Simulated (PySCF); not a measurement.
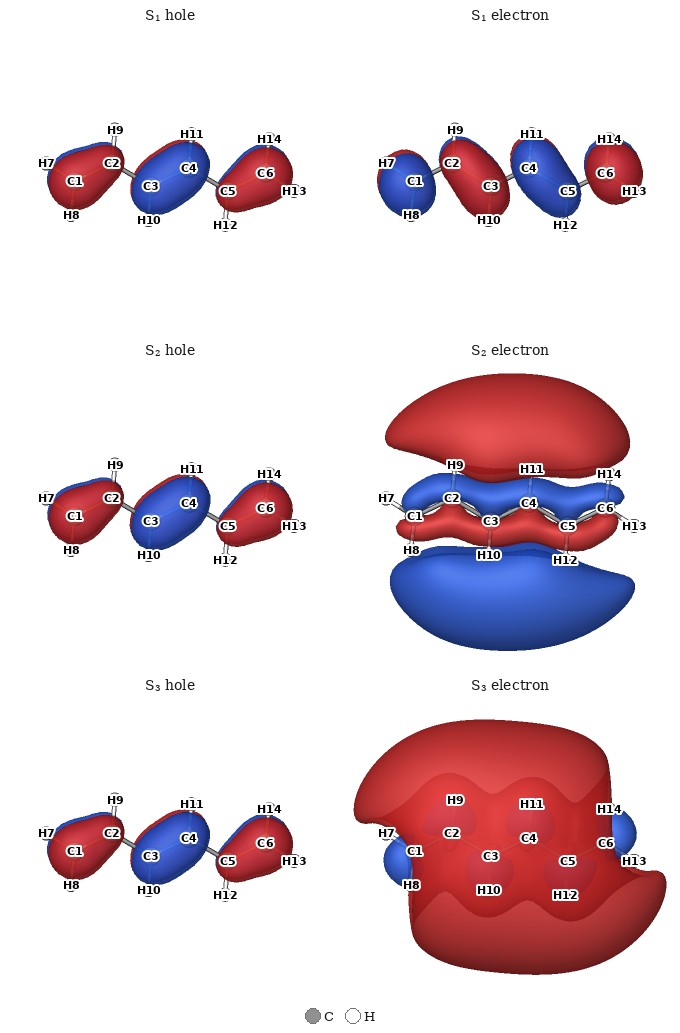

Figure 1: C6H8, SMILES `C=CC=CC=C`. Leading natural transition orbitals (full linear response singlet states).

Method: ωB97X/6-31+G*; geometry: GFN2-xTB; program: PySCF. No frequency check shows the geometry to be a minimum.

Geometry (Å), atoms numbered from 1:

```
C1       3.0430    0.1668    0.0000
C2       1.8488   -0.4222    0.0000
C3       0.6026    0.2965    0.0000
C4      -0.6026   -0.2965    0.0000
C5      -1.8488    0.4222    0.0000
C6      -3.0430   -0.1668    0.0000
H7       3.9589   -0.3984    0.0000
H8       3.1413    1.2401    0.0000
H9       1.7781   -1.5027    0.0000
H10      0.6676    1.3776    0.0000
H11     -0.6676   -1.3776    0.0000
H12     -1.7781    1.5027    0.0000
H13     -3.9589    0.3984    0.0000
H14     -3.1413   -1.2401    0.0000
```

Describe these excited states.

Answer. By state:
- S₁: 5.08 eV (244 nm), f = 1.173 (bright), π → π*; the leading pair carries 97 %; hole on C1, C3, C4 and C6 (18 % each) and C2 and C5 (9 % each), electron on C1 and C6 (17 % each), C3 and C4 (16 % each) and C2 and C5 (10 % each); their centroids lie 0.0 Å apart.
- S₂: 6.56 eV (189 nm), f = 0.000 (dark), π → diffuse (Rydberg-like) orbital; the leading pair carries 97 %; hole on C3 and C4 (19 % each), C1 and C6 (17 % each) and C2 and C5 (9 % each), electron on C3 and C4 (12 % each), H10 and H11 (11 % each) and C2 and C5 (9 % each) (atom shares of so diffuse an orbital are rough); their centroids lie 0.0 Å apart; S₃ lies within 0.1 eV of it.
- S₃: 6.57 eV (189 nm), f = 0.013, π → diffuse (Rydberg-like) orbital; the leading pair carries 95 %; hole on C1, C3, C4 and C6 (18 % each) and C2 and C5 (10 % each), electron on C3 and C4 (13 % each), C2 and C5 (12 % each) and C1 and C6 (10 % each) (atom shares of so diffuse an orbital are rough); their centroids lie 0.0 Å apart; S₂ lies within 0.1 eV of it.
